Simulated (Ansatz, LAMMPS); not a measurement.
# Mg2+ TFSI- in gamma-butyrolactone at 330 K (110 atoms): atom by atom

4 gamma-butyrolactone, 2 Mg2+, 4 TFSI- placed at random, at 1.69 g/cm³; overlaps pushed apart, then 10 ps at 550 K with divalent ions of Li, Roberts, Chakravorty and Merz (J. Chem. Theory Comput. 9, 2733 (2013)); MMFF94 bonds, angles, torsions, charges and radii (Halgren, J. Comput. Chem. 17, 490 (1996)) in harmonic and 12-6 forms; charges of ions scaled by 0.8. Snapshot after 30 ps at 330 K and fixed volume.

This is the geometry as built. Method: Kohn-Sham DFT, PBEsol, PAW (set soft_2), plane waves (Ansatz 0.2.0); cutoff 420 eV, Γ point, fermi-dirac smearing of 0.025 eV; density 1.69 g/cm³.

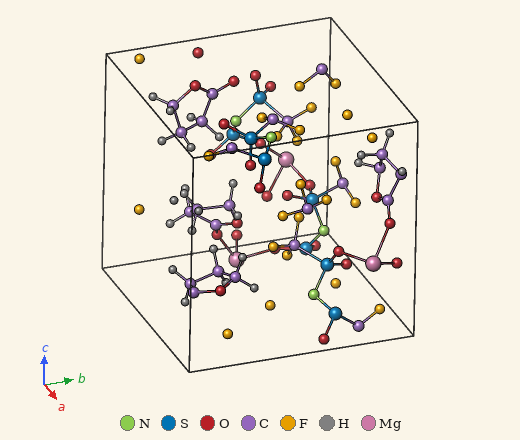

The structure (nitrogen green, sulfur blue, oxygen red, carbon purple, fluorine orange, hydrogen grey, magnesium pink). Bonds to atoms that aren't drawn are left out. Some periodic images of atoms are drawn too.

Cell vectors (Å):

```
11.410 0.000 0.000
0.000 11.410 0.000
0.000 0.000 11.410
```

Positions in Å, forces in eV/Å, q the Löwdin charge in e:

```tsv
atom	x	y	z	q	fx	fy	fz
N1	9.291	7.116	1.910	-0.81	-0.148	-1.163	-0.257
S2	10.612	7.707	1.436	2.23	4.064	-0.610	0.450
O3	0.030	6.821	0.625	-0.79	-2.181	0.294	0.298
O4	0.073	8.310	2.460	-0.81	-0.593	-0.043	-0.633
C5	10.222	9.058	0.357	0.64	-2.129	1.456	-3.928
F6	9.991	10.212	0.947	-0.17	0.560	-0.016	0.355
F7	9.041	8.756	11.071	-0.24	1.123	-0.026	1.108
F8	11.128	9.212	10.787	-0.18	0.067	-0.009	1.113
S9	8.697	8.007	3.058	2.16	-1.755	1.509	1.386
O10	8.100	9.228	2.598	-0.70	-0.575	-0.088	-0.252
O11	9.616	8.214	4.171	-0.78	-0.783	-0.977	0.450
C12	7.240	6.900	3.576	0.68	-1.624	-0.631	0.370
F13	7.658	5.652	3.911	-0.20	-0.297	0.733	-1.234
F14	6.269	6.918	2.565	-0.20	2.129	-0.325	1.739
F15	6.630	7.346	4.690	-0.19	0.601	0.504	-0.725
N16	3.985	9.678	2.300	-0.82	0.267	-0.357	0.501
S17	3.252	9.349	3.637	2.17	0.866	-3.247	2.741
O18	3.455	8.000	4.201	-0.69	0.315	2.123	-1.114
O19	1.874	9.756	3.677	-0.81	-1.260	1.163	0.013
C20	4.145	10.534	4.750	0.66	1.038	2.102	1.302
F21	5.385	10.709	4.281	-0.19	-0.175	-0.208	0.074
F22	4.244	10.106	6.035	-0.19	0.280	0.656	-1.612
F23	3.581	0.410	4.802	-0.24	0.193	-1.979	-0.259
S24	3.222	9.091	1.079	2.18	-1.645	-0.846	-2.000
O25	2.198	9.963	0.582	-0.71	-0.140	0.473	-0.218
O26	2.792	7.669	1.098	-0.81	1.146	1.127	0.569
C27	4.579	9.186	11.265	0.65	4.550	-1.330	-1.467
F28	4.941	7.919	10.743	-0.24	-1.508	1.771	0.777
F29	5.791	9.615	0.377	-0.22	-1.644	-0.156	0.161
F30	4.343	9.997	10.246	-0.17	-0.533	-0.102	0.574
N31	9.532	4.699	10.812	-0.87	0.696	-0.333	0.384
S32	10.808	3.884	10.392	2.23	-0.020	1.472	-1.601
O33	0.584	4.449	11.005	-0.78	-0.020	-0.238	0.591
O34	10.945	3.600	8.984	-0.71	0.022	-0.424	0.245
C35	10.565	2.285	11.142	0.62	-0.012	-3.052	0.523
F36	0.310	1.584	11.033	-0.20	-0.498	0.401	0.347
F37	9.632	1.497	10.402	-0.23	1.382	1.698	1.959
F38	10.264	2.382	1.086	-0.22	-0.030	-0.370	-2.181
S39	8.171	4.213	10.175	2.17	-1.248	-0.953	-3.519
O40	7.533	3.077	10.820	-0.72	0.214	0.625	0.303
O41	8.088	4.248	8.694	-0.74	0.316	-0.603	1.787
C42	7.235	5.677	10.486	0.64	-2.188	2.969	1.678
F43	7.824	6.826	9.999	-0.21	-0.665	-1.740	0.669
F44	6.977	5.824	0.426	-0.24	0.946	0.024	-0.976
F45	5.979	5.620	9.974	-0.21	0.982	-0.477	-0.551
N46	1.195	6.201	7.369	-0.85	-0.274	-0.362	0.838
S47	1.159	7.417	8.385	2.16	-1.123	2.018	1.823
O48	1.456	7.045	9.776	-0.77	0.236	0.033	-1.593
O49	0.056	8.389	8.285	-0.71	1.453	-1.296	-0.288
C50	2.625	8.267	7.694	0.65	1.404	1.279	-0.949
F51	3.003	9.319	8.436	-0.21	0.036	-0.819	0.737
F52	2.472	8.833	6.491	-0.20	-1.505	-0.933	0.350
F53	3.600	7.352	7.524	-0.21	0.117	0.342	0.809
S54	0.238	6.457	6.161	2.20	-0.242	-0.135	-1.675
O55	0.244	5.332	5.267	-0.71	0.153	-0.194	0.027
O56	0.457	7.768	5.547	-0.80	-0.434	-0.654	0.031
C57	9.945	6.457	6.903	0.63	-2.837	-1.382	2.209
F58	9.368	7.643	6.893	-0.17	-0.092	0.057	-0.729
F59	9.931	6.090	8.259	-0.22	0.753	0.329	-2.286
F60	9.096	5.543	6.263	-0.22	1.686	1.459	0.622
O61	2.049	5.015	1.941	-0.47	0.616	0.374	-0.222
C62	2.765	4.654	2.866	0.60	-1.384	-0.208	0.269
C63	2.522	3.420	3.658	-0.33	-2.229	-0.861	1.308
C64	3.772	3.290	4.411	-0.29	1.086	-0.782	0.439
C65	4.190	4.765	4.576	-0.07	2.778	-3.176	-0.477
O66	3.808	5.324	3.351	-0.20	-0.922	0.932	-1.058
H67	2.274	2.518	3.058	0.23	-0.064	0.535	-0.072
H68	1.701	3.481	4.477	0.22	0.475	0.593	-1.591
H69	4.409	2.792	3.674	0.19	0.980	-0.134	0.362
H70	3.683	2.647	5.323	0.19	0.271	0.691	-0.414
H71	3.683	5.130	5.434	0.22	-0.380	1.291	0.876
H72	5.331	4.737	4.586	0.21	-1.263	0.769	0.537
O73	10.911	10.280	5.942	-0.46	1.091	-0.831	-0.413
C74	9.987	10.522	6.680	0.59	0.014	1.066	-1.099
C75	10.043	11.150	7.995	-0.33	1.148	0.606	0.497
C76	8.756	10.680	8.503	-0.29	-2.297	1.027	0.161
C77	7.839	10.937	7.302	-0.07	0.299	-2.135	0.571
O78	8.721	10.455	6.244	-0.25	-0.155	0.358	-0.461
H79	10.081	0.852	7.803	0.23	-0.063	-0.524	0.312
H80	10.906	10.852	8.605	0.24	0.095	0.028	-0.258
H81	8.368	11.195	9.363	0.22	-0.134	0.194	0.853
H82	8.742	9.615	8.638	0.22	0.214	-0.821	0.496
H83	7.009	10.178	7.291	0.22	0.090	1.111	-0.019
H84	7.566	0.587	7.193	0.21	-0.105	-0.064	-0.352
O85	3.143	5.279	10.589	-0.45	0.657	-1.180	0.410
C86	3.306	4.135	10.195	0.59	0.384	-0.448	-0.409
C87	3.134	3.698	8.719	-0.34	2.689	-0.076	1.057
C88	3.882	2.363	8.726	-0.30	-1.617	-0.893	-0.097
C89	3.842	1.929	10.205	-0.08	1.445	-1.156	-0.697
O90	3.738	3.082	11.013	-0.23	-1.123	2.474	-1.349
H91	3.585	4.425	7.991	0.22	-0.434	-0.186	0.799
H92	2.119	3.542	8.474	0.25	-1.694	0.125	-0.107
H93	4.914	2.461	8.409	0.21	0.348	-0.004	-0.351
H94	3.281	1.619	8.105	0.20	1.073	0.553	0.466
H95	3.054	1.214	10.417	0.22	-0.668	-0.054	0.221
H96	4.795	1.412	10.474	0.22	-0.324	0.321	0.021
O97	10.486	10.843	3.530	-0.48	1.213	1.429	-0.184
C98	10.208	0.631	3.564	0.58	-0.282	-1.838	-0.773
C99	8.790	1.016	3.272	-0.33	1.204	-0.402	-0.534
C100	8.778	2.433	3.686	-0.31	-2.384	-0.214	-0.864
C101	10.162	2.748	4.002	-0.09	0.790	3.098	1.926
O102	11.028	1.670	3.877	-0.22	-0.651	-3.029	-0.926
H103	8.177	0.344	3.846	0.24	-0.551	-0.514	0.338
H104	8.543	0.865	2.212	0.24	0.209	-0.252	-0.028
H105	8.169	2.406	4.586	0.21	-0.516	1.037	0.148
H106	8.371	2.988	2.812	0.22	-0.049	0.423	0.928
H107	10.486	3.600	3.435	0.23	0.783	0.529	-0.651
H108	10.260	3.060	5.050	0.22	-0.001	0.263	0.176
Mg109	1.781	6.137	0.285	1.61	0.209	-0.379	-0.300
Mg110	0.011	9.270	4.218	1.61	-0.287	-0.206	0.670
```

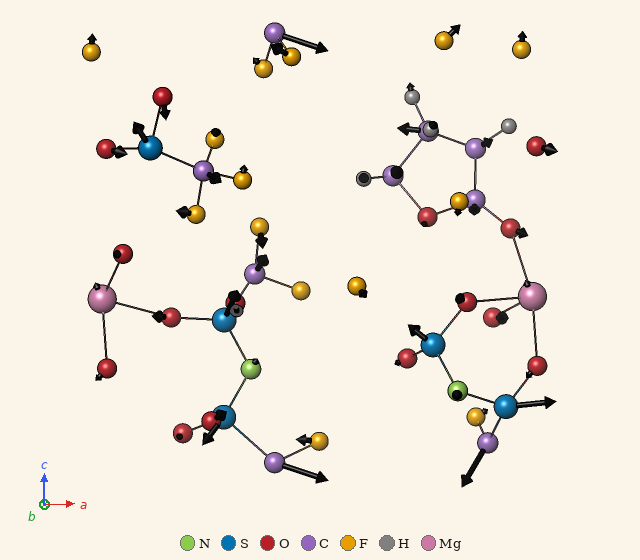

The forces as arrows, the longest 4.96 eV/Å. Drawn is a slice 4 Å thick, seen along the normal of the ac plane. Bonds to atoms that aren't drawn are left out.

The force components of 1.1 eV/Å r.m.s. hold both thermal displacement and the mismatch between the potential that made the cell and DFT, above all in bond lengths inside molecules. The network of contacts between molecules at the start is that of the classical potential that made the cell, and needn't be the one that DFT or experiment would give. The functional has no dispersion term, which matters for the binding between molecules or layers. The density was typed from a rule of thumb and may lie off the real one at this temperature. Only the Γ point is sampled, in a cell whose shortest periodic width is 11 Å. The Löwdin charges lack the electrons that the projection spills, 0.069 e an atom on average.

The r.m.s. force component is 1.15 eV/Å; the longest force, 4.96 eV/Å, acts on C27.

[Logs are printed without paths, hosts, clocks, repeated set-up lines and the standing remarks that a program may print on its own settings, such as how far it seeks lower states.]

[Hosts, paths, dates, database ids (printed as entryN), source tags and the programs' standing remarks are cut or masked in the printed files.]

[The MMFF94 radii named for the starting cell were scaled by 0.96; in molecules described by MMFF94, hydrogen bound to N, O or S took a small fixed 12-6 site in their place.]
